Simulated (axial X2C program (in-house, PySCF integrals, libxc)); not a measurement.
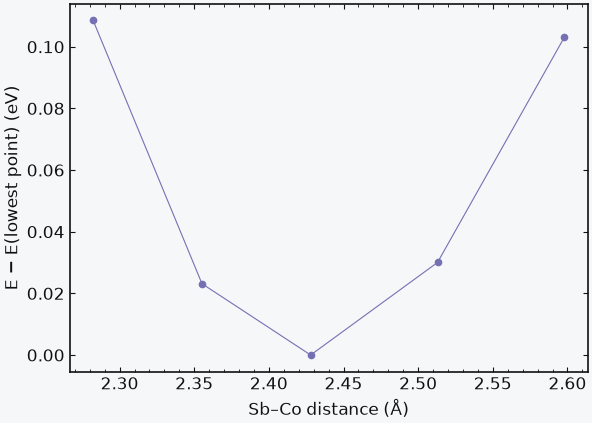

Energy at 5 bond lengths, for one set of occupations held fixed; the line joins the points. A polynomial of degree 3 through 5 points gives rₑ = 2.425 Å, ωₑ = 244.6 cm⁻¹ and Bₑ = 0.07238 cm⁻¹. The minimum lies 1.60 eV below Sb + Co, each computed as one determinant at the same level.

# Relativistic diatomic calculation, with input and output: SbCo

- system: SbCo, single determinant with Ω = 4.
- method: PBE0, two-component X2C with atomic mean-field Coulomb and Gaunt terms, Sb dyall-cv3z, Co dyall-cv3z (cores contracted) (axial X2C program (in-house, PySCF integrals, libxc))

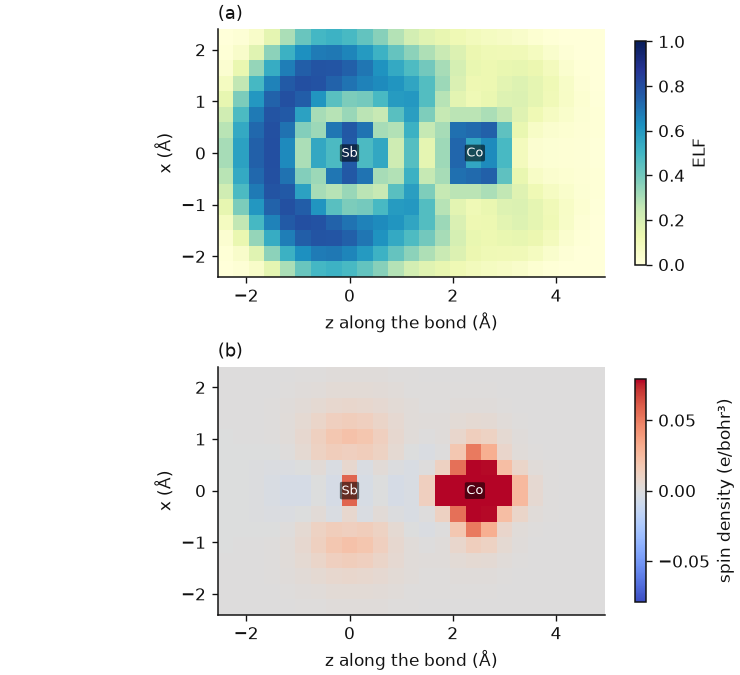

(a) electron localisation function; (b) spin density, in a plane that holds the axis, at 2.43 Å, on points 0.3 Å apart (one half computed, the other mirrored); the structure near the nuclei is finer than these points.

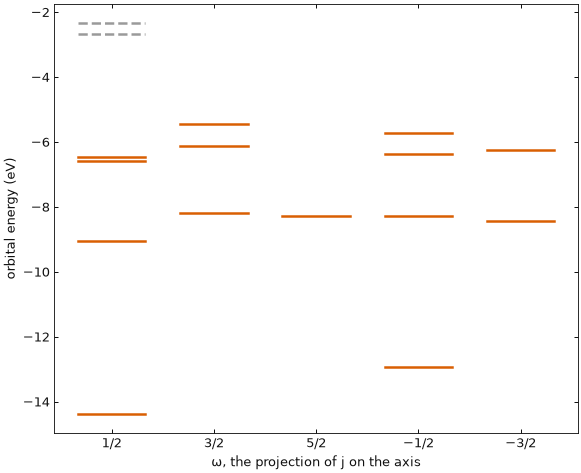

Orbital energies near the frontier at 2.43 Å, filled (solid) and empty (dashed). The highest filled spinor (3/2; 82 % Sb p, 10 % Co p) lies at −5.44 eV, the lowest empty one (1/2; 63 % Sb p, 19 % Co p) at −2.68 eV.

These pictures come from the run below.

### Input file
```
{"zs": [51, 27], "q": 0, "bas": ["dyall-cv3z", "dyall-cv3z"], "levels": ["PBE0", "HF", "BHandHLYP"], "cc": true, "r0": 2.51, "thr": -1.0, "nmax": 90, "npts": 10, "nst": 2, "ntry": 6}
```

The line is the task of a batch: nuclear charges, charge, bases, the levels to run, a first guess of the distance and further settings. This report covers PBE0 with spin-orbit coupling. The log is that of the reference distance 2.428 Å, started from orbitals converged before.

The run was one of a batch that the task file lists, launched with:
```bash
python <driver script> task.json out
```

### The program's output
```
two-component X2C + atomic mean field  PBE0
basis functions 232  fitting functions 1248  grid points 5802
iter        total energy     max residual
   1      -7870.466660028     6.04e-05
   2      -7870.466660057     6.57e-05
   3      -7870.466660095     2.60e-05
   4      -7870.466660104     1.20e-05
converged
one-electron -11423.74478519  Coulomb 3488.87155527  exact exchange -56.94931032  xc functional -174.58730646  nuclear repulsion 300.11409367  atomic mean-field constant -4.17090708
```

### The points of the curve

| R (Å) | E (hartree) | dipole (D; origin at the first atom, positive when the second is positive) | highest filled (eV) | lowest empty (eV) |
| --- | --- | --- | --- | --- |
| 2.282 | −7870.462672 | 3.11 | −5.43 | −2.68 |
| 2.355 | −7870.465810 | 3.13 | −5.44 | −2.68 |
| 2.428 | −7870.466660 | 3.13 | −5.44 | −2.68 |
| 2.513 | −7870.465556 | 3.12 | −5.46 | −2.69 |
| 2.598 | −7870.462870 | 3.10 | −5.47 | −2.70 |

### Key numbers

- outcome: converged
- bond length rₑ: 2.425 Å
- ωₑ: 244.6 cm⁻¹
- energy at the minimum: −7870.46666 hartree
- depth below the fragments: 1.60 eV
- hardware: 1 thread of Arm Neoverse V1, 24 GiB of memory available, shared host
- wall time: 9.2 s
- peak memory: 0.98 GiB

### Remarks

Limits: 5 of the 10 points asked for were kept.
